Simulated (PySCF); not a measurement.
SMILES COC(=O)C[SiH2]c1cccs1, GFN2-xTB optimised geometry. Atoms within 1.6 Å of the plane z = 0.0 Å (x, y, z in Å): C3 (0.25, -3.12, -0.73), O4 (1.43, -2.89, -0.75), C5 (-0.68, -2.80, 0.38), Si6 (-1.60, -1.17, -0.02), C7 (-0.39, 0.26, 0.00), C8 (0.98, 0.26, 0.00), C9 (1.54, 1.55, 0.00), C10 (0.60, 2.53, 0.00), S11 (-0.99, 1.89, 0.00), H15 (-1.42, -3.59, 0.47), H16 (-0.12, -2.72, 1.31), H17 (-2.25, -1.28, -1.33), H18 (-2.60, -0.98, 1.04), H19 (1.56, -0.65, -0.01), H20 (2.60, 1.74, 0.00), H21 (0.75, 3.59, 0.00).

Level of theory: PBE0/def2-SVP (PySCF). Cells within 0.4 Å of a nucleus heavier than hydrogen are left out (blank, or x).

Map of the electrostatic potential (hartree/e), clipped to [-0.08, 0.12] on the plane z = 0.0 Å:

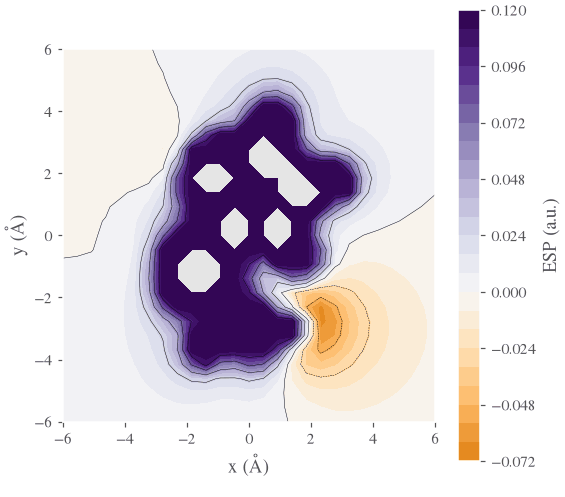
Fig. 1. Electrostatic potential (hartree/e), clipped to [-0.08, 0.12] on the plane z = 0.0 Å.
